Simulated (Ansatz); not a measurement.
# NH+ (doublet): correlated methods under varied settings

Aim: run NH+ (doublet) at one geometry under a spread of methods and options, and see what each costs and gives.

Program: Ansatz 0.2.0, Gaussian basis. Level of theory: the settings change from run to run. These are calculated values, not measurements.

13 further runs of the same task are left out: 1 that didn't finish, 12 set aside as unsound or not needed.

### Step 1. The system

The geometry is a PBE0/def2-TZVP stationary point (not a proven minimum) of the parent state, kept for this charge and spin.

2 atoms, charge 1, spin multiplicity 2.

Atoms are counted from 1 here; the program's logs count them from 0.

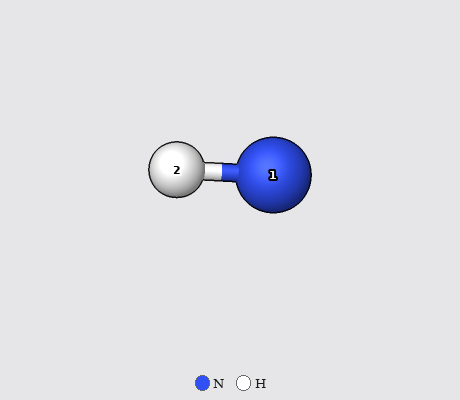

The structure; nitrogen blue, hydrogen white; atoms are numbered from 1 in the order of the file.

### Step 2. MP2 on ROHF/aug-cc-pVDZ

Input file in.yaml:

```yaml
crystal:
  periodic: [false, false, false]
  atoms:
    - {symbol: N, position_ang: [0.000000, 0.000000, 0.000000]}
    - {symbol: H, position_ang: [0.000000, 0.000000, 1.038535]}
basis:
  gaussian: {orbitals: aug-cc-pVDZ}
total_charge: 1
magnetization: {spin_polarized: false, initial_magnetization: 1}
hamiltonian: {pseudopotentials: {relativity: scalar}}
correlation: {method: mp2, electrons: all}
```

Launch:

```
ansatz run in.yaml --threads 1 --pin off --events-out ev --progress --plain --max-ram 2393MiB
```

The program printed:

```text
Functional definition: HF
  name "HF"
  cite "Fock, Z. Phys. 61, 126 (1930) doi:10.1007/BF01340294"
  parent pbe
  exchange = exact_x
  correlation = 0
315 factors; integrals over basis functions are off by at most 9.0e-4 eV
mean field evaluation 1: about -1483.3932 eV, gradient 9.1e0 eV
mean field evaluation 2: about -1483.3927 eV, gradient 9.1e0 eV
mean field evaluation 4: about -1483.6291 eV, gradient 3.6e-1 eV
mean field evaluation 8: about -1483.6295 eV, gradient 2.3e-5 eV
mean field evaluation 16: about -1483.6295 eV, gradient 2.0e-5 eV
mean field -1483.62953404 eV, -54.5223797359 hartree, gradient 6.5e-7 eV, S^2 0.750000; 2 other end points of the search recorded, 0 dependent functions left out
mean field evaluation 32: about -1483.9535 eV, gradient 7.3e-3 eV
reference -1483.62953404 eV, -54.5223797359 hartree; 4, 3 occupied and 28, 29 virtual orbitals, 315 factors
second order -2.46239742 eV of doubles, -0.08299810 eV of singles
Total energy: -1486.17492956 eV, -54.6159212957 hartree
Relativity: scalar
```

Wall time 0.15 s (1 thread of Arm Neoverse V2, shared host).

### Step 3. CASCI(3,8)/6-31++G**

Edit in.yaml of step 2 so:

```diff
@@ -6,3 +6,3 @@
 basis:
-  gaussian: {orbitals: aug-cc-pVDZ}
+  gaussian: {orbitals: "6-31++G**"}
 total_charge: 1
@@ -10,2 +10,3 @@
 hamiltonian: {pseudopotentials: {relativity: scalar}}
-correlation: {method: mp2, electrons: all}
+correlation: {active_space: {window: {electrons: 3, orbitals: 8}, fixed_orbitals: true}}
+output: {forces: true}
```

Same command.

The program printed, cut to the lines that bear on the results:

```text
Functional definition: HF
  name "HF"
  cite "Fock, Z. Phys. 61, 126 (1930) doi:10.1007/BF01340294"
  parent pbe
[...]
232 factors; integrals over basis functions are off by at most 7.7e-4 eV
[...]
mean field -1483.43303708 eV, -54.5151586056 hartree, gradient 1.9e-6 eV, S^2 0.750000; 2 other end points of the search recorded, 0 dependent functions left out
reference -1483.43303708 eV, -54.5151586056 hartree; 4, 3 occupied and 21, 22 virtual orbitals, 232 factors
state -1483.64438089 eV, -54.5229253474 hartree
[...]
Total energy: -1483.64438089 eV, -54.5229253474 hartree
Relativity: scalar
Atom 0 at     0.000000     0.000000     0.000000 Å, force     0.000000    -0.000000    -0.895320 eV/Å
Atom 1 at     0.000000     0.000000     1.038535 Å, force    -0.000000     0.000000     0.895320 eV/Å
Dipole moment:    -0.000000     0.000000     0.375264 e Å
```

Run time: 0.12 s. Hardware: 1 thread of Arm Neoverse V2, shared host.

From the report: 56 determinants; active occupations 1.96, 1.00, 0.03, 0.00, 0.00, 0.00, 0.00, 0.00.

### Step 4. CASSCF(1,5)/def2-SVP

Input file in.yaml:

```yaml
crystal:
  periodic: [false, false, false]
  atoms:
    - {symbol: N, position_ang: [0.000000, 0.000000, 0.000000]}
    - {symbol: H, position_ang: [0.000000, 0.000000, 1.038535]}
basis:
  gaussian: {orbitals: def2-SVP}
total_charge: 1
magnetization: {spin_polarized: false, initial_magnetization: 1}
correlation: {active_space: {window: {electrons: 1, orbitals: 5}}}
accuracy: high
```

Same command.

The program printed:

```text
Functional definition: HF
  name "HF"
  cite "Fock, Z. Phys. 61, 126 (1930) doi:10.1007/BF01340294"
  parent pbe
  exchange = exact_x
  correlation = 0
341 factors; integrals over basis functions are off by at most 3.0e-9 eV
mean field evaluation 1: about -1481.1155 eV, gradient 8.0e0 eV
mean field evaluation 2: about -1481.1165 eV, gradient 8.0e0 eV
mean field evaluation 4: about -1481.3020 eV, gradient 2.4e-1 eV
mean field evaluation 8: about -1481.3021 eV, gradient 1.7e-5 eV
mean field evaluation 16: about -1481.3021 eV, gradient 1.3e-4 eV
mean field -1481.30213498 eV, -54.4368493979 hartree, gradient 2.3e-8 eV, S^2 0.750000; 2 other end points of the search recorded, 0 dependent functions left out
reference -1481.30213498 eV, -54.4368493979 hartree; 4, 3 occupied and 15, 16 virtual orbitals, 341 factors
state -1481.30213498 eV, -54.4368493979 hartree
Total energy: -1481.30213498 eV, -54.4368493979 hartree
```

Wall time 0.12 s (1 thread of Arm Neoverse V2, shared host).

From the report: 5 determinants; active occupations 1.00, 0.00, 0.00, 0.00, 0.00. With so small a space the active step adds no correlation: the energy is the mean field's.

### Step 5. NEVPT4(SD)(5,6)/def2-SVPD

Input file in.yaml:

```yaml
crystal:
  periodic: [false, false, false]
  atoms:
    - {symbol: N, position_ang: [0.000000, 0.000000, 0.000000]}
    - {symbol: H, position_ang: [0.000000, 0.000000, 1.038535]}
basis:
  gaussian: {orbitals: def2-SVPD}
total_charge: 1
magnetization: {spin_polarized: false, initial_magnetization: 1}
correlation: {method: fic_nevpt4_sd, electrons: all, active_space: {window: {electrons: 5, orbitals: 6}}}
```

Launched as before.

The program printed:

```text
Functional definition: HF
  name "HF"
  cite "Fock, Z. Phys. 61, 126 (1930) doi:10.1007/BF01340294"
  parent pbe
  exchange = exact_x
  correlation = 0
273 factors; integrals over basis functions are off by at most 1.6e-3 eV
mean field evaluation 1: about -1481.1308 eV, gradient 8.2e0 eV
mean field evaluation 2: about -1481.1316 eV, gradient 8.2e0 eV
mean field evaluation 4: about -1481.3304 eV, gradient 2.5e-1 eV
mean field evaluation 8: about -1481.3305 eV, gradient 5.1e-7 eV
mean field evaluation 16: about -1481.3305 eV, gradient 8.7e-7 eV
mean field -1481.33047736 eV, -54.4378909611 hartree, gradient 2.7e-6 eV, S^2 0.750000; 2 other end points of the search recorded, 0 dependent functions left out
reference -1481.33047736 eV, -54.4378909611 hartree; 4, 3 occupied and 24, 25 virtual orbitals, 273 factors
state -1482.94804507 eV, -54.4973354781 hartree
state -1482.94804507 eV, -54.4973354781 hartree; corrected -1484.66684689 eV, -54.5605002801 hartree
Total energy: -1484.66684689 eV, -54.5605002801 hartree
```

Wall time 0.78 s (1 thread of Arm Neoverse V2, shared host).

From the report: 300 determinants; active occupations 1.98, 1.93, 1.00, 0.06, 0.02, 0.01.

### Step 6. MRCISD+Q(relaxed)(3,5)/aug-cc-pVDZ

Input file in.yaml:

```yaml
crystal:
  periodic: [false, false, false]
  atoms:
    - {symbol: N, position_ang: [0.000000, 0.000000, 0.000000]}
    - {symbol: H, position_ang: [0.000000, 0.000000, 1.038535]}
basis:
  gaussian: {orbitals: aug-cc-pVDZ}
total_charge: 1
magnetization: {spin_polarized: false, initial_magnetization: 1}
correlation: {method: fic_mrcisd_q_relaxed, electrons: all, active_space: {window: {electrons: 3, orbitals: 5}}}
accuracy: high
```

The command is unchanged.

The program printed, cut to the lines that bear on the results:

```text
Functional definition: HF
  name "HF"
  cite "Fock, Z. Phys. 61, 126 (1930) doi:10.1007/BF01340294"
  parent pbe
[...]
539 factors; integrals over basis functions are off by at most 3.3e-9 eV
[...]
mean field -1482.87576158 eV, -54.4946791089 hartree, gradient 2.4e-8 eV, S^2 0.750000; 2 other end points of the search recorded, 0 dependent functions left out
reference -1482.87576158 eV, -54.4946791089 hartree; 4, 3 occupied and 28, 29 virtual orbitals, 539 factors
state -1483.97365091 eV, -54.5350257976 hartree
contracted CI cycle   1: correlation 0.00000000 eV, 0.0000000000 hartree, residual 1.47e1 eV
contracted CI cycle   2: correlation -2.02241853 eV, -0.0743225100 hartree, residual 3.53e0 eV
contracted CI cycle   3: correlation -2.16250848 eV, -0.0794707209 hartree, residual 1.46e0 eV
contracted CI cycle   4: correlation -2.19031766 eV, -0.0804926895 hartree, residual 7.07e-1 eV
[...]
contracted CI cycle  10: correlation -2.19844702 eV, -0.0807914379 hartree, residual 1.09e-2 eV
contracted CI cycle  11: correlation -2.19844875 eV, -0.0807915014 hartree, residual 5.07e-3 eV
contracted CI cycle  12: correlation -2.19844909 eV, -0.0807915139 hartree, residual 2.26e-3 eV
contracted CI cycle  13: correlation -2.19844916 eV, -0.0807915163 hartree, residual 9.13e-4 eV
contracted CI cycle  14: correlation -2.19844917 eV, -0.0807915167 hartree, residual 3.73e-4 eV
contracted CI cycle  15: correlation -2.19844917 eV, -0.0807915168 hartree, residual 1.74e-4 eV
contracted CI cycle  16: correlation -2.19844917 eV, -0.0807915168 hartree, residual 7.91e-5 eV
contracted CI cycle  17: correlation -2.19844917 eV, -0.0807915168 hartree, residual 4.34e-5 eV
contracted CI cycle  18: correlation -2.19844917 eV, -0.0807915168 hartree, residual 2.34e-5 eV
state -1483.97365091 eV, -54.5350257976 hartree; corrected -1486.23981205 eV, -54.6183056835 hartree
Total energy: -1486.23981205 eV, -54.6183056835 hartree
```

Run time: 1.1 s. Hardware: 1 thread of Arm Neoverse V2, shared host.

From the report: 50 determinants; active occupations 1.93, 1.00, 0.06, 0.01, 0.00.

### Step 7. FCI/cc-pVDZ

Input file in.yaml:

```yaml
crystal:
  periodic: [false, false, false]
  atoms:
    - {symbol: N, position_ang: [0.000000, 0.000000, 0.000000]}
    - {symbol: H, position_ang: [0.000000, 0.000000, 1.038535]}
basis:
  gaussian: {orbitals: cc-pVDZ}
total_charge: 1
magnetization: {spin_polarized: false, initial_magnetization: 1}
hamiltonian: {pseudopotentials: {relativity: none}}
correlation: {method: fci, electrons: outside_noble_gas}
output: {forces: true}
```

Launched as before.

The program printed, cut to the lines that bear on the results:

```text
Functional definition: HF
  name "HF"
  cite "Fock, Z. Phys. 61, 126 (1930) doi:10.1007/BF01340294"
  parent pbe
[...]
306 factors; integrals over basis functions are off by at most 2.4e-7 eV
[...]
mean field -1482.84852605 eV, -54.4936782214 hartree, gradient 7.1e-7 eV, S^2 0.750000; 2 other end points of the search recorded, 0 dependent functions left out
[...]
1 core orbitals not correlated: weight in the atoms' cores, before any rotation towards them, 1.000 or more for the frozen orbitals, at most 0.000 for the correlated occupied ones
reference -1482.84852605 eV, -54.4936782214 hartree; 3, 2 occupied and 15, 16 virtual orbitals, 306 factors
state -1486.06158177 eV, -54.6117558413 hartree
[...]
Total energy: -1486.06158177 eV, -54.6117558413 hartree
Atom 0 at     0.000000     0.000000     0.000000 Å, force     0.000000     0.000000    -1.654571 eV/Å
Atom 1 at     0.000000     0.000000     1.038535 Å, force    -0.000000    -0.000000     1.654571 eV/Å
Dipole moment:     0.000000     0.000000     0.341876 e Å
```

Wall time 0.63 s (1 thread of Arm Neoverse V2, shared host).

From the report: 31,184 determinants, symmetry B1.

### Step 8. MP2 on UHF/aug-cc-pVDZ

Input file in.yaml:

```yaml
crystal:
  periodic: [false, false, false]
  atoms:
    - {symbol: N, position_ang: [0.000000, 0.000000, 0.000000]}
    - {symbol: H, position_ang: [0.000000, 0.000000, 1.038535]}
basis:
  gaussian: {orbitals: aug-cc-pVDZ}
total_charge: 1
magnetization: {spin_polarized: true, initial_magnetization: 1}
hamiltonian: {pseudopotentials: {relativity: scalar}}
correlation: {method: mp2, electrons: all}
```

Same command.

The program printed:

```text
Functional definition: HF
  name "HF"
  cite "Fock, Z. Phys. 61, 126 (1930) doi:10.1007/BF01340294"
  parent pbe
  exchange = exact_x
  correlation = 0
315 factors; integrals over basis functions are off by at most 9.0e-4 eV
mean field evaluation 1: about -1483.4238 eV, gradient 8.1e0 eV
mean field evaluation 2: about -1483.4233 eV, gradient 8.1e0 eV
mean field evaluation 4: about -1483.7483 eV, gradient 4.8e-1 eV
mean field evaluation 8: about -1483.7503 eV, gradient 1.8e-4 eV
mean field evaluation 16: about -1483.9535 eV, gradient 9.5e-3 eV
mean field evaluation 32: about -1483.7503 eV, gradient 9.7e-3 eV
mean field evaluation 64: about -1483.7499 eV, gradient 2.1e-1 eV
mean field -1483.95351952 eV, -54.5342859825 hartree, gradient 1.1e-6 eV, S^2 1.212331; 8 other end points of the search recorded, 0 dependent functions left out
reference -1483.95351952 eV, -54.5342859825 hartree; 4, 3 occupied and 28, 29 virtual orbitals, 315 factors
second order -2.15170502 eV of doubles, -0.00000000 eV of singles
Total energy: -1486.10522454 eV, -54.6133596835 hartree
Relativity: scalar
```

It took 0.18 s on 1 thread of Arm Neoverse V2, shared host.

From the report: ⟨S²⟩ of the determinant 1.212 (pure doublet: 0.75).

### Step 9. MP2 on ROHF/def2-SVP

Input file in.yaml:

```yaml
crystal:
  periodic: [false, false, false]
  atoms:
    - {symbol: N, position_ang: [0.000000, 0.000000, 0.000000]}
    - {symbol: H, position_ang: [0.000000, 0.000000, 1.038535]}
basis:
  gaussian: {orbitals: def2-SVP}
total_charge: 1
magnetization: {spin_polarized: false, initial_magnetization: 1}
correlation: {method: mp2, electrons: all}
accuracy: high
scf: {lower_state_search: off}
output: {forces: true}
```

Launched as before.

The program printed, cut to the lines that bear on the results:

```text
Functional definition: HF
  name "HF"
  cite "Fock, Z. Phys. 61, 126 (1930) doi:10.1007/BF01340294"
  parent pbe
[...]
341 factors; integrals over basis functions are off by at most 3.0e-9 eV
[...]
mean field -1481.30213498 eV, -54.4368493979 hartree, gradient 2.3e-8 eV, S^2 0.750000; 0 other end points of the search recorded, 0 dependent functions left out
reference -1481.30213498 eV, -54.4368493979 hartree; 4, 3 occupied and 15, 16 virtual orbitals, 341 factors
second order -2.41401217 eV of doubles, -0.08104022 eV of singles
[...]
Total energy: -1483.79718737 eV, -54.5285408821 hartree
Atom 0 at     0.000000     0.000000     0.000000 Å, force    -0.000000     0.000000    -1.165312 eV/Å
Atom 1 at     0.000000     0.000000     1.038535 Å, force     0.000000    -0.000000     1.165312 eV/Å
Dipole moment:    -0.000000    -0.000000     0.373610 e Å
Checks for a lower state left out: starts, cluster_reference, orbital_swaps, neighbouring_geometries, increment
```

Wall time 0.12 s (1 thread of Arm Neoverse V2, shared host).

### Step 10. CISD/x2c-TZVPPall

Input file in.yaml:

```yaml
crystal:
  periodic: [false, false, false]
  atoms:
    - {symbol: N, position_ang: [0.000000, 0.000000, 0.000000]}
    - {symbol: H, position_ang: [0.000000, 0.000000, 1.038535]}
basis:
  gaussian: {orbitals: x2c-TZVPPall, point_charges: [{charge: -1.00, position_ang: [4.670, -0.371, 0.850]}]}
total_charge: 1
magnetization: {spin_polarized: false, initial_magnetization: 1}
correlation: {active_space: {ras: {orbitals: [2, 1, 41], electrons: 5, max_holes: 2, max_particles: 2}, fixed_orbitals: true}}
accuracy: high
```

The command is unchanged.

The program printed:

```text
Functional definition: HF
  name "HF"
  cite "Fock, Z. Phys. 61, 126 (1930) doi:10.1007/BF01340294"
  parent pbe
  exchange = exact_x
  correlation = 0
606 factors; integrals over basis functions are off by at most 3.1e-9 eV
mean field evaluation 1: about -1486.8465 eV, gradient 1.0e1 eV
mean field evaluation 2: about -1486.8477 eV, gradient 1.0e1 eV
mean field evaluation 4: about -1487.0982 eV, gradient 4.2e-1 eV
mean field evaluation 8: about -1487.0986 eV, gradient 1.8e-3 eV
mean field evaluation 16: about -1487.0795 eV, gradient 2.9e-1 eV
mean field evaluation 32: about -1487.0986 eV, gradient 3.5e-2 eV
mean field -1487.09861034 eV, -54.6498659382 hartree, gradient 1.1e-8 eV, S^2 0.750000; 5 other end points of the search recorded, 0 dependent functions left out
reference -1487.09861034 eV, -54.6498659382 hartree; 4, 3 occupied and 41, 42 virtual orbitals, 606 factors
state -1490.83754767 eV, -54.7872693509 hartree
Total energy: -1490.83754767 eV, -54.7872693509 hartree
Relativity: scalar
```

Run time: 0.69 s. Hardware: 1 thread of Arm Neoverse V2, shared host.

From the report: 18,822 determinants.

### Step 11. The runs in one table

```
                                    level         correlated  functions  energy (eV)    time
 MP2 on ROHF/aug-cc-pVDZ (relativity set)                all         32   -1486.1749  0.15 s
    CASCI(3,8)/6-31++G** (relativity set)                            25   -1483.6444  0.12 s
                     CASSCF(1,5)/def2-SVP                            19   -1481.3021  0.12 s
                NEVPT4(SD)(5,6)/def2-SVPD                all         28   -1484.6668  0.78 s
       MRCISD+Q(relaxed)(3,5)/aug-cc-pVDZ                all         32   -1486.2398   1.1 s
                              FCI/cc-pVDZ  outside noble gas         19   -1486.0616  0.63 s
  MP2 on UHF/aug-cc-pVDZ (relativity set)                all         32   -1486.1052  0.18 s
                     MP2 on ROHF/def2-SVP                all         19   -1483.7972  0.12 s
CISD/x2c-TZVPPall (beside a point charge)            valence         45   -1490.8375  0.69 s
```

### Step 12. Summary of results

```
quantity                                          value
    runs                                              9
quickest  CASCI(3,8)/6-31++G** (relativity set), 0.12 s
 slowest      MRCISD+Q(relaxed)(3,5)/aug-cc-pVDZ, 1.1 s
```

In words: Total energies in different bases, with other cores or another treatment of relativity can't be set against each other. MRCISD+Q(relaxed)(3,5)/aug-cc-pVDZ took 10 times as long as CASCI(3,8)/6-31++G** (relativity set); the jobs differ in more than the method.
